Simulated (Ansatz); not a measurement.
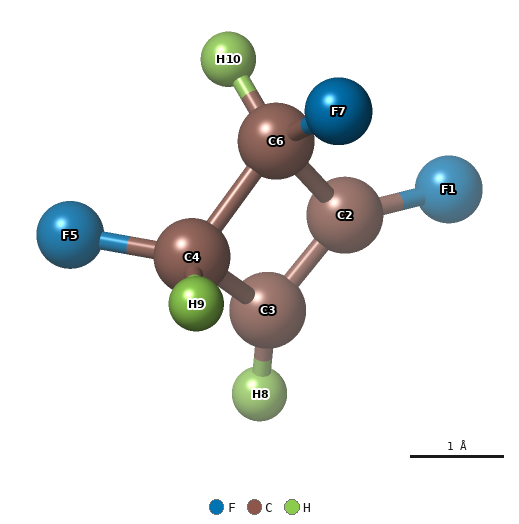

Figure 1. The input geometry of run 1 (ball-and-stick view, seen at a tilt; atoms are numbered from 1 in the order of the input). Bond lengths as drawn: C–C 1.33 to 1.55 Å, C–F 1.31 to 1.38 Å and C–H 1.08 to 1.09 Å.

**Two runs on C$_{4}$H$_{3}$F$_{3}$**

System: C$_{4}$H$_{3}$F$_{3}$, SMILES FC1=CC(F)C1F.
Method of run 1: RKS B2PLYP (frozen core)/def2-TZVPP (Ansatz 0.2.0).

The geometry comes from this level: PBE0-D4/def2-TZVP. Text and figures count atoms from 1; the logs count them from 0 in places.

### Input file, run 1
```yaml
crystal:
  periodic: [false, false, false]
  atoms:
    - {symbol: F, position_ang: [-0.061633, -0.935100, -2.217988]}
    - {symbol: C, position_ang: [-0.075048, -0.528680, -0.971324]}
    - {symbol: C, position_ang: [-0.284031, -1.132937, 0.194710]}
    - {symbol: C, position_ang: [0.064443, 0.120998, 0.946688]}
    - {symbol: F, position_ang: [-0.920318, 0.608910, 1.773304]}
    - {symbol: C, position_ang: [0.172183, 0.837259, -0.426126]}
    - {symbol: F, position_ang: [1.382409, 1.404669, -0.724937]}
    - {symbol: H, position_ang: [-0.585083, -2.119918, 0.512682]}
    - {symbol: H, position_ang: [1.004836, 0.115161, 1.501824]}
    - {symbol: H, position_ang: [-0.614459, 1.578338, -0.585833]}
basis:
  gaussian: {orbitals: def2-TZVPP}
hamiltonian: {xc: {name: B2PLYP}}
```

Launched with:
```bash
ansatz run in.yaml --threads 4 --pin off --events-out ev --progress --plain --max-ram 10444MiB
```

Hardware: 4 threads of Arm Neoverse V2, 23 GiB of memory available, shared host.

### Output (run 1)
```
Functional definition: B2PLYP
  parameter a = 0.53
  parameter c = 0.27
  exchange = (1 - a)*b88_x + a*exact_x
  correlation = (1 - c)*lyp_c + c*(mp2_os + mp2_ss)
1651 factors; integrals over basis functions are off by at most 9.7e-4 eV
mean field evaluation 1: about -12327.1945 eV, gradient 4.2e1 eV
mean field evaluation 2: about -12327.3787 eV, gradient 4.2e1 eV
mean field evaluation 4: about -12330.5923 eV, gradient 5.5e0 eV
mean field evaluation 8: about -12330.6622 eV, gradient 2.4e-1 eV
mean field evaluation 16: about -12330.6623 eV, gradient 2.2e-4 eV
mean field -12330.66230761 eV, -453.1434817816 hartree, gradient 4.5e-6 eV, S^2 0.000000; 0 other end points of the search recorded, 0 dependent functions left out
7 core orbitals not correlated: weight in the atoms' cores, before any rotation towards them, 1.000 or more for the frozen orbitals, at most 0.000 for the correlated occupied ones
reference -12330.66244881 eV, -453.1434869707 hartree; 20, 20 occupied and 232, 232 virtual orbitals, 1651 factors
second order -44.58109804 eV of doubles, -0.00000000 eV of singles
Total energy: -12342.69934529 eV, -453.5858347571 hartree
```

The input of run 2 differs as follows (lines with − go, lines with + come):
```diff
-  gaussian: {orbitals: def2-TZVPP}
-hamiltonian: {xc: {name: B2PLYP}}
+  gaussian: {orbitals: cc-pVTZ}
+hamiltonian: {xc: {name: wPBEh}}
```

What does this change do to the results?

The total energies belong to different models, so their difference says nothing on which is more stable or more accurate. The functional changes from B2PLYP to wPBEh. The basis functions go from 259 to 252. On the same kind of shared host run 2 took about 0.47 times as long.

### Output (run 2)
```
Functional definition: wPBEh
  parameter a = 0.25
  parameter omega = 0.11/bohr
  exchange = wpbe_x - a*pbe_x_sr(omega) + a*exact_x_sr(omega)
  correlation = pbe_c
1310 factors; their error is unknown
103 factors; integrals over basis functions are off by at most 2.1e-7 eV
mean field evaluation 1: about -12333.6836 eV, gradient 4.9e1 eV
mean field evaluation 2: about -12331.9132 eV, gradient 5.4e1 eV
mean field evaluation 4: about -12338.5385 eV, gradient 3.2e0 eV
mean field evaluation 8: about -12338.5497 eV, gradient 3.9e-1 eV
mean field evaluation 16: about -12338.5499 eV, gradient 6.3e-5 eV
mean field -12338.54986333 eV, -453.4333441079 hartree, gradient 6.2e-5 eV, S^2 0.000000; 0 other end points of the search recorded, 0 dependent functions left out
reference -12338.54989224 eV, -453.4333451704 hartree; 27, 27 occupied and 225, 225 virtual orbitals, 1310 factors
Total energy: -12338.54989224 eV, -453.4333451704 hartree
```

### The two runs side by side

| quantity | run 1 | run 2 |
| --- | --- | --- |
| outcome | converged | converged |
| total energy (hartree) | −453.585835 | −453.433345 |
| basis functions | 259 | 252 |
| wall time (shared host) | 4.7 s | 2.2 s |
